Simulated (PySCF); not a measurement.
Sn(Br)2, SMILES [Sn]([Br])[Br] at its CAM-B3LYP/def2-SVP optimised geometry (Å):

```
3

Sn    -1.0448    -1.2481     0.0000
Br     1.4907    -1.2481     0.0000
Br    -1.4907     1.2481     0.0000
```

Calculation: CAM-B3LYP/def2-TZVP, def2 effective core potentials past Kr (PySCF). The core electrons that the potentials of Sn replace are not part of the density.

Map of the log10 of the electron density (e/bohr³), floored at −4 on the plane z = 0.8 Å:

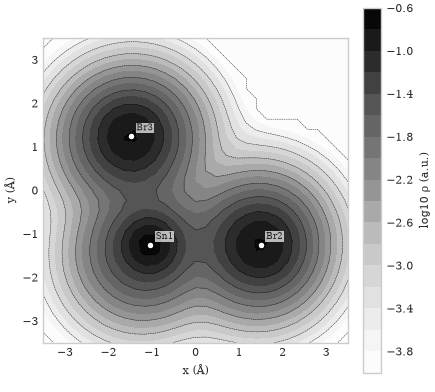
Log10 of the electron density (e/bohr³), floored at −4 on the plane z = 0.8 Å.
